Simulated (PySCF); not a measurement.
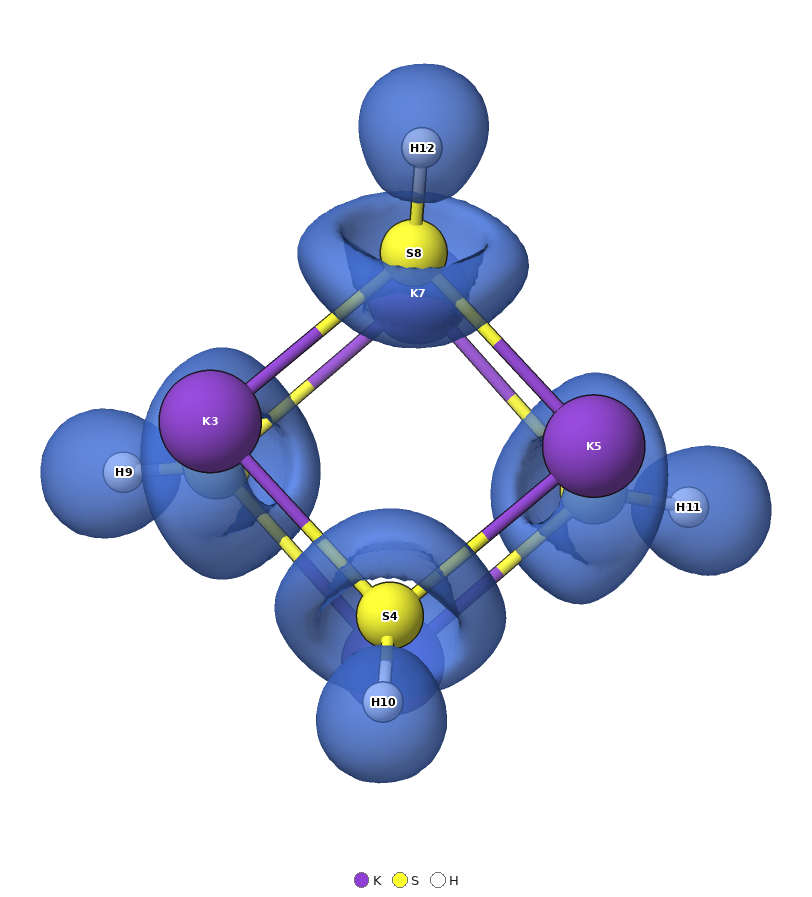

Figure. H$_{4}$K$_{4}$S$_{4}$ ((KSH)4 cube). Isosurface of the ELF at 0.85 (blue), seen from one side. Core shells and regions of very low density are left out.

Geometry: PBE0-D3(BJ)/def2-SVP.

These are results of CAM-B3LYP/def2-SVPD, SCF density, gas phase in PySCF 2.14.0, not measurements.

The calculation's input:

```
{"job": {"kind": "uv", "xc": "CAM-B3LYP", "basis": "def2-SVPD", "ip": true, "nstates": 10}, "charge": 0, "multiplicity": 1}
K      2.155264     1.289885     0.885744
S     -0.290956     2.585856    -0.452123
K     -0.296804     0.442985    -2.654590
S      2.109271    -0.886710    -1.286557
K      0.305256    -2.659037     0.449626
S      0.311425    -0.462258     2.598236
K     -2.145090     0.879568     1.311681
S     -2.103053    -1.277004    -0.871849
H     -0.420192     3.911461    -0.650715
H      3.231844    -1.295238    -1.909763
H      0.450719    -0.663150     3.922468
H     -3.192223    -1.949088    -1.291167
```

Command:

```sh
OMP_NUM_THREADS=1 python probes_run.py task.json out
```

> Where are the electrons localised?

The ELF exceeds this value in four regions around hydrogen nuclei and four regions wrapped around S (the valence shell of each). Along the contacts the grid gives the following. K–S (3.07 Å): the ELF peaks at about 0.90 in the valence shell of S, 1.0 Å from its nucleus, and is about 0.15 at the midpoint; an ionic contact with no shared pair. S–H (1.35 Å): the ELF climbs to about 1 towards the hydrogen, as it does in any bond to H.
